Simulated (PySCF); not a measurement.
Consider C4H10GeO (SMILES C1C[CH2][GeH2][O]C1).

```xyz
16

C    -1.3442   -0.0112    0.3190
C    -0.4680   -1.2012   -0.0717
C     0.9511   -1.0804    0.4857
Ge    1.7220    0.6364   -0.1450
O     0.3454    1.7367   -0.0588
C    -0.9422    1.2741   -0.4016
H    -1.2726    0.1552    1.3959
H    -2.3860   -0.2251    0.0710
H    -0.9265   -2.1235    0.2977
H    -0.4285   -1.2689   -1.1636
H     0.9180   -1.0779    1.5770
H     1.5478   -1.9378    0.1767
H     2.7200    1.3623    0.7074
H     2.2029    0.5733   -1.5851
H    -1.6340    2.0797   -0.1300
H    -1.0128    1.1172   -1.4859
```

Geometry: GFN2-xTB.

Computed with CAM-B3LYP/def2-SVPD, SCF density, gas phase in PySCF 2.14.0.

Question: What will maps of the electron density and electron localisation function show?

Answer: C–C (1.53 Å): the density is about 1.6 e/Å³ at the midpoint; the ELF peaks at about 0.95 between the atoms (a shared electron pair).
C–Ge (1.98 Å): ρ is about 0.86 e/Å³ halfway; the ELF peaks at about 0.95 in the valence shell of C, 0.7 Å from its nucleus, and is about 0.75 at the midpoint.
C–H (1.09 Å): the density is about 1.9 e/Å³ at the midpoint; the ELF climbs to about 1 towards the hydrogen, as it does in any bond to H (an ordinary covalent bond to hydrogen).

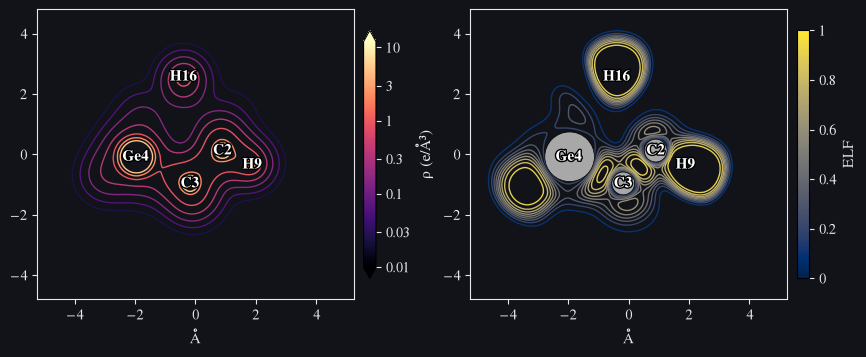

Computed electron density and electron localisation function on the plane of atoms C3, C2 and H9, in this order. Grey discs cover the atomic cores in the ELF map. 
